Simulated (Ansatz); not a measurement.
# UPBE/STO-3G run of CHF2 (difluoromethyl radical)

Aim: the electronic atomisation energy of CHF2 (difluoromethyl radical) at UPBE/STO-3G, from 4 runs. 

The results are computed with Ansatz 0.2.0.

57 further runs of the same task are left out: 10 that didn't finish, 47 set aside as unsound or not needed.

### 1 The structure to begin with

The species is CHF2 (4 atoms), meant as a doublet with charge 0. As SMILES, `F[CH]F`. Geometry: relaxed at PBE0-D4/def2-TZVP.

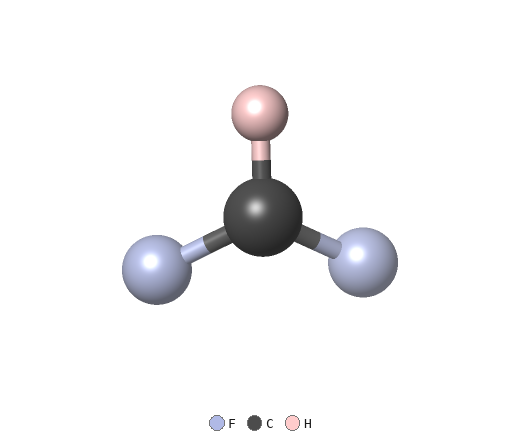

The structure, seen from a chosen angle (fluorine light blue, carbon dark grey, hydrogen pink).

### 2 The energy at UPBE/STO-3G

molecule.yaml reads:

```yaml
basis:
  gaussian:
    orbitals: STO-3G
crystal:
  periodic: [false, false, false]
  atoms:
    - symbol: F
      position_ang: [-1.208200, 0.264600, -0.141700]
    - symbol: C
      position_ang: [0.038600, 0.063400, 0.244400]
    - symbol: F
      position_ang: [0.433100, -1.166800, -0.029600]
    - symbol: H
      position_ang: [0.736500, 0.838700, -0.073100]
magnetization:
  spin_polarized: true
  initial_magnetization: 1
hamiltonian:
  xc: pbe
accuracy: high
```

Command:

```console
$ ansatz run molecule.yaml --threads 1 --pin off --max-ram 2610MiB --events-out events.jsonl --progress --plain --runs-dir runs
```

Log:

```text
Warning: RAYON_NUM_THREADS=1 ignored (pool sized by the plan → 1); use --threads N
Functional definition: PBE
  name "PBE"
  parameter kappa = 0.804
  parameter beta = 0.06672455060314922
  exchange = pbe_x(kappa = kappa, mu = beta*pi^2/3)
  correlation = pbe_c(beta = beta)
272 factors; integrals over basis functions are off by at most 5.2e-8 eV
mean field evaluation 1: about -6386.2927 eV, gradient 5.2e0 eV
mean field evaluation 2: about -6386.5088 eV, gradient 1.6e0 eV
mean field evaluation 4: about -6386.5309 eV, gradient 2.6e-1 eV
mean field evaluation 8: about -6386.4832 eV, gradient 1.2e-2 eV
mean field evaluation 16: about -6386.4832 eV, gradient 3.3e-8 eV
mean field -6386.48321731 eV, -234.6989293222 hartree, gradient 3.3e-8 eV, S^2 0.750444; 0 other end points of the search recorded, 0 dependent functions left out
reference -6386.48321839 eV, -234.6989293618 hartree; 13, 12 occupied and 3, 4 virtual orbitals, 272 factors
Total energy: -6386.48321839 eV, -234.6989293618 hartree
```

Run time: 1.2 s. Hardware: 1 thread of Arm Neoverse V1, shared host; peak memory 0.11 GiB.

### 3 The C atom at the same level

molecule.yaml reads:

```yaml
basis:
  gaussian:
    orbitals: STO-3G
crystal:
  periodic: [false, false, false]
  atoms:
    - {symbol: C, position_ang: [0.000000, 0.000000, 0.000000]}
magnetization:
  spin_polarized: true
  initial_magnetization: 2
accuracy: high
hamiltonian:
  xc: pbe
```

Run the same way, it converges to -37.28683 Eh (log not shown).

### 4 The F atom, same level

job.yaml reads:

```yaml
crystal:
  periodic: [false, false, false]
  atoms:
    - {symbol: F, position_ang: [0.000000, 0.000000, 0.000000]}
basis:
  gaussian:
    orbitals: STO-3G
magnetization:
  spin_polarized: true
  initial_magnetization: 1
hamiltonian:
  xc: pbe
accuracy: high
```

Run the same way, it converges to -98.16855 Eh (log not shown).

### 5 The H atom at the same level

molecule.yaml reads:

```yaml
crystal:
  periodic: [false, false, false]
  atoms:
    - {symbol: H, position_ang: [0.000000, 0.000000, 0.000000]}
basis:
  gaussian:
    orbitals: STO-3G
magnetization:
  spin_polarized: true
  initial_magnetization: 1
hamiltonian:
  xc: pbe
accuracy: high
```

Run the same way, it converges to -0.46438 Eh (log not shown).

### 6 Results

At UPBE/STO-3G:

```
                     quantity          value
       molecule: total energy  -234.69893 Eh
               molecule: ⟨S²⟩          0.750
         C atom: total energy   -37.28683 Eh
                 C atom: ⟨S²⟩          2.000
         F atom: total energy   -98.16855 Eh
                 F atom: ⟨S²⟩          0.750
         H atom: total energy    -0.46438 Eh
                 H atom: ⟨S²⟩          0.750
electronic atomisation energy      16.616 eV
```

In words: Taking the molecule apart into free atoms costs 16.62 eV (1603 kJ/mol), before zero-point energy and without spin-orbit coupling. In a minimal basis such a difference can be off by several eV, whatever the method.
